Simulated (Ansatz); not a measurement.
The parent structure is ZnS in the zinc blende structure (space group F-43m, No. 216; a = 5.357 Å).

It is then changed as follows: a hydrostatic pressure of 4.5 GPa.

All numbers come from Kohn–Sham DFT with the PBEsol functional, run in Ansatz (an electronic-structure program) with PAW and 420 eV plane waves, without spin-orbit coupling, earlier PAW set.

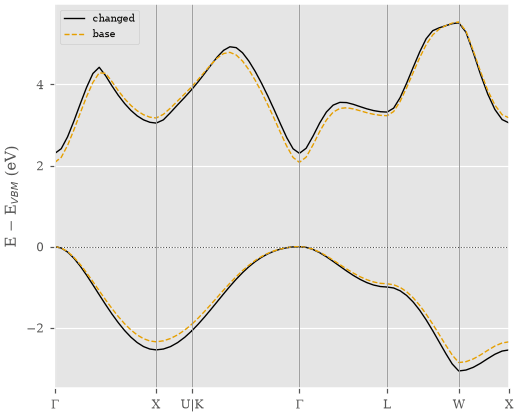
Figure: Highest valence and lowest conduction band along the path, each from its own valence-band maximum

Question: Read the changed gap and its character from the plot.

Answer: About 2.3 eV, direct at Γ.

Load acts through the strain it causes; cell and atoms are relaxed under it. Stability against distortions was not tested. Tetrahedral semiconductors of this kind turn to denser phases somewhere between about 1 and 50 GPa; those were not computed, so compressed cells here can lie past the real transition.
